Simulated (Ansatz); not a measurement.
# Sn2Pt (Fm-3m): the cell at rest

Task: relax Sn2Pt (Fm-3m) tightly.

Main program and level: Ansatz 0.2.0; DFT PBEsol, scalar-relativistic, plane waves, PAW; PAW set soft_1.

The database entry behind the starting cell differs from later determinations by our own check (0.1 to 0.3 % short, probably kX units), so it need not match the best structure at ambient conditions.

## Step 1: Set-up

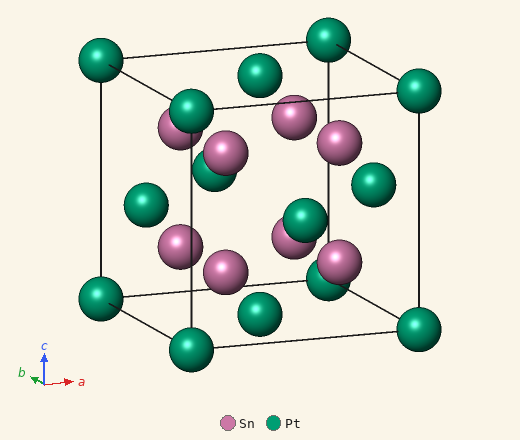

The cell as given, slightly off an axis (tin pink, platinum teal). This picture shows the conventional cell, with its axes. Some periodic images of atoms are drawn too.

## Step 2: A coarse first look

First a cheap look: the gap decides the mesh and the occupations, the pressure tells how far the cell has to move.

input.yaml

```yaml
crystal:
  lattice:
    - [0.0, 3.2125, 3.2125]
    - [3.2125, 0.0, 3.2125]
    - [3.2125, 3.2125, 0.0]
  atoms:
    - { symbol: Sn, position: [0.25, 0.25, 0.25] }
    - { symbol: Sn, position: [0.75, 0.75, 0.75] }
    - { symbol: Pt, position: [0.0, 0.0, 0.0] }
kpoints:
  mp_grid: { grid: [6, 6, 6] }
hamiltonian:
  xc: pbesol
  pseudopotentials: { kind: paw, azcp: { folder: soft_1 }, xc_functional: pbe }
scf:
  occupations: { method: gaussian, width: 0.1 }
output:
  forces: true
  stress: true
  eigenvalues: true
```

Command:

```console
ansatz run input.yaml --threads 4 --pin off --max-ram 10240MiB --backend cpu --events-out ev --progress --plain --runs-dir out
```

Numbers of over 12 decimals in the logs are rounded to 6 here.

Log:

```text
Engine: ansatz 0.2.0, x86_64-unknown-linux-gnu
Pseudopotentials: kind: paw
Pseudopotential: Sn, paw, valence charge 14, recommended cutoff 420 eV (normal), soft_1/Sn.paw.azcp
Pseudopotential: Pt, paw, valence charge 18, recommended cutoff 420 eV (normal), soft_1/Pt.paw.azcp
Functional definition: PBEsol
  exchange = pbesol_x
  correlation = pbesol_c
Crystal: 3 atoms, lattice volume = 66.307 Å³
[...]
k-point 0: bands = [... 19 lower, 10.8555, 11.6122, 16.9253, 16.9253, 16.9253, 17.2452, 17.2452, 17.2452, ... 1 higher]
  k-point 1: bands = [... 19 lower, 10.7903, 12.3592, 14.2822, 15.7183, 15.7183, 17.2250, 17.5878, 17.5878, ... 1 higher]
  k-point 2: bands = [... 19 lower, 10.7799, 11.2318, 14.4190, 14.4433, 14.4433, 16.2224, 17.3831, 17.3831, ... 1 higher]
  k-point 15: bands = [... 19 lower, 10.6656, 10.9266, 10.9713, 12.1321, 15.2818, 17.7614, 18.4204, 20.9177, ... 1 higher]
[key lines of the parts left out:]
SCF converged after 7 iterations
Free energy (F): -24286.427779 eV
Fermi energy:    14.464005 eV
P = ⅓ Tr σ = 1.5519 GPa (15.519 kbar)
```

The job ended after 7.2 s (4 threads of Intel Xeon Platinum 8488C (Sapphire Rapids), shared host; peak memory 0.48 GiB; 4.2 s of CPU time).

This step gave:

- pressure: 1.552 GPa
- volume per atom: 22.10 Å³
- gap on the k-mesh: 0 eV

The coarse mesh shows no gap and a pressure of 1.6 GPa.

## Step 3: Bringing the structure to rest

The cell and atoms are relaxed, since residual forces and stress would shift the frequencies.

Edit input.yaml of step 2 so:

```diff
@@ -10,3 +10,3 @@
 kpoints:
-  mp_grid: { grid: [6, 6, 6] }
+  mp_grid: { grid: [12, 12, 12] }
 hamiltonian:
@@ -20 +20,6 @@
   eigenvalues: true
+relax:
+  adjacent_minimum: "off"
+  f_tol: 0.005
+  max_steps: 80
+  cell: { stress_tol: 0.05 }
```

Log:

```text
[...]
Crystal: 3 atoms, lattice volume = 66.307 Å³
Basis set: ecut = 420 eV, 1291 PW (Γ), exchange–correlation on 64×64×64 points (8 copies of the dense FFT grid, shifted against one another)
Bands: 28, of which v1, the nominal top of the filled ones, is band 23 counted from 1 (22 counted from 0)
Symmetry: 48 space group operations
[...]
k-points: 72 of 1728
[...]
SCF iter   1: F=—  HF=-24287.836789 eV  |F-HF|=—  |Δ(HF+E_count)|=         —  Δρ=9.03e-2  dr2=7.35e0  ethr=3.10e-3  ⟨swp⟩=6.2  Hψ=8623  notcnv=0
[...]
SCF iter   9: F=-24286.476977 eV  HF=-24286.476977 eV  |F-HF|=8.91e-10  |Δ(HF+E_count)|=   5.41e-8  Δρ=3.71e-6  dr2=7.25e-9  ethr=2.17e-10  ⟨swp⟩=8.9  Hψ=9662  notcnv=0
SCF 1 converged in 9 iterations: F = -24286.476977 eV  dr2 = 7.25e-9
[...]
relax step   1: F+E_penalty+E_count = -24286.47697699 eV  Δ(F+E_penalty+E_count) = +0.000e0 eV  max|allowed force component| = 3.701e-17 eV/Å  Δτ_max = 0.0000 Å  P = +1.531 GPa  Ω = 66.307 Å³  (9 SCF iters, dr2 threshold 1.00e-7 eV, accepted)
Crystal: 3 atoms, lattice volume = 68.733 Å³
Basis set: ecut = 420 eV, 1363 PW (Γ), exchange–correlation on 64×64×64 points (8 copies of the dense FFT grid, shifted against one another)
[...]
iter 1 solved again at ethr=2.71e-5 eV; its pass at ethr=3.10e-3 eV (dr2=1.25e-2 eV) is discarded
[...]
SCF iter   5: F=-24286.470164 eV  HF=-24286.470164 eV  |F-HF|=7.77e-8  |Δ(HF+E_count)|=   3.11e-7  Δρ=1.14e-5  dr2=7.16e-8  ethr=6.52e-10  ⟨swp⟩=6.7  Hψ=9396  notcnv=0
SCF 2 converged in 5 iterations: F = -24286.470164 eV  dr2 = 7.16e-8
relax step   2: F+E_penalty+E_count = -24286.47016412 eV  Δ(F+E_penalty+E_count) = +6.813e-3 eV  max|allowed force component| = 1.164e-16 eV/Å  Δτ_max = 0.0000 Å  P = -2.246 GPa  Ω = 68.733 Å³  energy of the carried Pulay correction = -3.594e-4 eV  (5 SCF iters, dr2 threshold 3.00e-7 eV, rejected (line search))
Crystal: 3 atoms, lattice volume = 67.269 Å³
[...]
SCF iter   7: F=-24286.481166 eV  HF=-24286.481166 eV  |F-HF|=7.28e-12  |Δ(HF+E_count)|=  2.51e-10  Δρ=1.32e-7  dr2=1.17e-11  ethr=1.00e-12  ⟨swp⟩=6.5  Hψ=9440  notcnv=0
SCF 3 converged in 7 iterations: F = -24286.481166 eV  dr2 = 1.17e-11
relax step   3: F+E_penalty+E_count = -24286.48116574 eV  Δ(F+E_penalty+E_count) = -4.189e-3 eV  max|allowed force component| = 5.474e-17 eV/Å  Δτ_max = 0.0000 Å  P = -0.066 GPa  Ω = 67.269 Å³  energy of the carried Pulay correction = -1.441e-4 eV  (7 SCF iters, accepted)
[...]
relax step   4: F+E_penalty+E_count = -24286.48118040 eV  Δ(F+E_penalty+E_count) = -1.465e-5 eV  max|allowed force component| = 1.049e-16 eV/Å  Δτ_max = 0.0000 Å  P = -0.002 GPa  Ω = 67.229 Å³  energy of the carried Pulay correction = -1.381e-4 eV  (4 SCF iters, dr2 threshold 1.10e-8 eV, accepted)
[...]
SCF iter   5: F=-24286.481314 eV  HF=-24286.481314 eV  |F-HF|=1.82e-11  |Δ(HF+E_count)|=  2.04e-10  Δρ=1.76e-7  dr2=1.95e-11  ethr=1.00e-12  ⟨swp⟩=4.7  Hψ=10854  notcnv=0
SCF 5 converged in 5 iterations: F = -24286.481314 eV  dr2 = 1.95e-11
relax step   5: F+E_penalty+E_count = -24286.48131432 eV  Δ(F+E_penalty+E_count) = -1.339e-4 eV  max|allowed force component| = 1.203e-16 eV/Å  Δτ_max = 0.0000 Å  P = -0.003 GPa  Ω = 67.229 Å³  stress off target by 3.35e-3 GPa  SCF on the basis re-selected at this cell (its energy is not comparable with the rows above)  (5 SCF iters)
basis re-selected at this cell: Δ(F+E_penalty+E_count) = -1.339e-4 eV, ΔP = -0.002 GPa vs the last step (what re-selecting the basis moved, of the pressure what is left beyond the Pulay correction that the steps carried, after the strain that the cell walked since its last selection, with what the two solves' SCF thresholds leave and, on support functions, any second-order correction that the steps lacked; it is no m [...]
SCF converged after 5 iterations
Free energy (F): -24286.481314 eV
[...]
Internal energy: -24286.475373 eV  (E = F + TS)
E sigma→0 (E₀):  -24286.478344 eV
Entropy (-TS):   -0.005941 eV (-1.980 meV/atom)
Fermi energy:    14.246714 eV
[...]
--- Stress (GPa, compression-positive) ---
       -0.003345      -0.000000      -0.000000
       -0.000000      -0.003345      -0.000000
       -0.000000      -0.000000      -0.003345
  P = ⅓ Tr σ = -0.0033 GPa (-0.033 kbar)
--- Band table (eV; the first three rows and the last of 72) ---
  k-point 0: bands = [... 19 lower, 10.6730, 11.2827, 16.6335, 16.6335, 16.6335, 16.9591, 16.9591, 16.9591, ... 1 higher]
  k-point 1: bands = [... 19 lower, 10.6535, 11.5713, 15.3549, 16.1286, 16.1286, 17.2444, 17.2444, 17.2677, ... 1 higher]
  k-point 2: bands = [... 19 lower, 10.6091, 12.0656, 14.0157, 15.4492, 15.4492, 16.9249, 17.2941, 17.2941, ... 1 higher]
  k-point 71: bands = [... 19 lower, 10.5966, 10.5966, 10.7889, 12.0533, 16.3901, 16.3901, 18.5186, 19.2583, ... 1 higher]
--- Relaxed structure (4 steps of the walk, 3 accepted, 1 SCFs on fresh bases) ---
  F+E_penalty+E_count = -24286.48131432 eV   max|allowed force component| = 1.203e-16 eV/Å   (the final SCF, on the basis selected at the relaxed cell)
  cell:  # Å, volume = 67.2289 Å³
    - [0, 3.227321, 3.227321]
    - [3.227321, 0, 3.227321]
    - [3.227321, 3.227321, 0]
  atoms:
    - { symbol: Sn, position: [0.25, 0.25, 0.25] }
    - { symbol: Sn, position: [0.75, 0.75, 0.75] }
    - { symbol: Pt, position: [0, 0, 0] }
```

It took 8.5 s on 4 threads; peak memory 0.59 GiB.

Relaxation path:

```csv
step,energy less that of the first step (eV),largest force component (eV/Å),pressure (GPa),volume (Å³)
1,0.0000,0.0000,1.53,66.31
2,0.0068,0.0000,-2.25,68.73
3,-0.0042,0.0000,-0.07,67.27
4,-0.0042,0.0000,0.00,67.23
5*,-0.0043,0.0000,0.00,67.23
```

Relaxation steps marked * repeat the geometry before them on a plane-wave basis chosen anew for their cell, so energy and pressure can jump there. Relaxation step 2 was tried and not accepted.

Forces are held to the 48 operations that the run works with; a distortion that breaks them can't arise in this run.

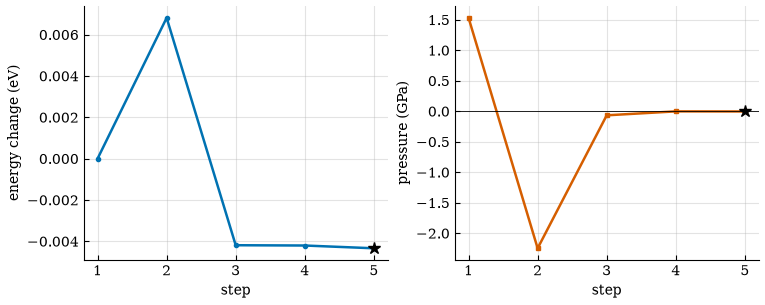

Energy and pressure along the relaxation. Stars mark steps on a basis chosen anew.

```csv
"conventional cell, symmetrised",before,after,change
a (Å),6.425,6.455,+0.5 %
b (Å),6.425,6.455,+0.5 %
c (Å),6.425,6.455,+0.5 %
volume (Å³/atom),22.10,22.41,+1.4 %
```

The relaxed structure:

```xyz
3
Lattice="0.0000 3.2273 3.2273 3.2273 0.0000 3.2273 3.2273 3.2273 0.0000" Properties=species:S:1:pos:R:3 pbc="T T T"
Sn    1.6137    1.6137    1.6137
Sn    4.8410    4.8410    4.8410
Pt    0.0000    0.0000    0.0000
```

Numbers from this step:

- pressure: -0.003345 GPa
- volume per atom: 22.41 Å³

In this step the volume went from 22.10 to 22.41 Å³/atom.

## Step 4: Tight relaxation

Phonons need a cell at rest on their own settings, so the relaxation is repeated with tight tolerances on forces and stress on the k mesh and occupations of the first response run.

input.yaml, the sections that differ from step 3:

```yaml
crystal:
  lattice:
    - [0.0, 3.2273205295, 3.2273205295]
    - [3.2273205295, 0.0, 3.2273205295]
    - [3.2273205295, 3.2273205295, 0.0]
  atoms:
    - { symbol: Sn, position: [0.25, 0.25, 0.25] }
    - { symbol: Sn, position: [0.75, 0.75, 0.75] }
    - { symbol: Pt, position: [0.0, 0.0, 0.0] }
scf:
  occupations: { method: methfessel_paxton, width: 0.2 }
relax:
  adjacent_minimum: "off"
  f_tol: 0.001
  max_steps: 60
  cell: { stress_tol: 0.01 }
# kpoints, hamiltonian, output: as in step 3
```

Log:

```text
[...]
Crystal: 3 atoms, lattice volume = 67.229 Å³
Basis set: ecut = 420 eV, 1363 PW (Γ), exchange–correlation on 64×64×64 points (8 copies of the dense FFT grid, shifted against one another)
Bands: 28, of which v1, the nominal top of the filled ones, is band 23 counted from 1 (22 counted from 0)
Symmetry: 48 space group operations
[...]
k-points: 72 of 1728
[...]
k-point 71: bands = [... 19 lower, 10.6002, 10.6002, 10.7924, 12.0571, 16.3952, 16.3952, 18.5237, 19.2631, ... 1 higher]
--- Relaxed structure (3 steps of the walk, 2 accepted, 1 SCFs on fresh bases) ---
[...]
cell:  # Å, volume = 67.2137 Å³
    - [0, 3.227077, 3.227077]
    - [3.227077, 0, 3.227077]
    - [3.227077, 3.227077, 0]
  atoms:
    - { symbol: Sn, position: [0.25, 0.25, 0.25] }
    - { symbol: Sn, position: [0.75, 0.75, 0.75] }
    - { symbol: Pt, position: [0, 0, 0] }
[key lines of the parts left out:]
SCF converged after 6 iterations
Free energy (F): -24286.478439 eV
Fermi energy:    14.257541 eV
P = ⅓ Tr σ = -0.0001 GPa (-0.001 kbar)
```

The job ended after 6.1 s (4 threads; peak memory 0.59 GiB; 21 s of CPU time).

Little changed from the start: no atom moved by 0.005 Å and no cell edge by 0.1 %.

Numbers from this step:

```yaml
pressure: -7.49e-5 GPa
volume_per_atom: 22.40 Å³
```

The forces vanish by symmetry and the pressure is 0.000 GPa, within the tolerances set. The cell now holds 22.40 Å³/atom.

## Step 5: Outcome

| Property | Result |
| --- | --- |
| space group after relaxation (within 0.01 Å) | Fm-3m |
| lattice constant a | 6.454 Å |
| lattice constant b | 6.454 Å |
| lattice constant c | 6.454 Å |
| volume per atom | 22.4 Å³ |

In words: The forces vanish by symmetry and the pressure is 0.000 GPa, within the tolerances set. The cell now holds 22.40 Å³/atom. The relaxation keeps the symmetry of its start, so it says nothing on stability against lower symmetry. Spin-orbit coupling is left out, which can matter for the heavy elements here. The PAW files were made for PBE and serve the other functionals too.

[Logs are printed without paths, hosts, clocks, repeated set-up lines and the standing remarks that a program may print on its own settings, such as how far it seeks lower states.]

[Hosts, paths, dates, database ids (printed as entryN), source tags and the programs' standing remarks are cut or masked in the printed files.]
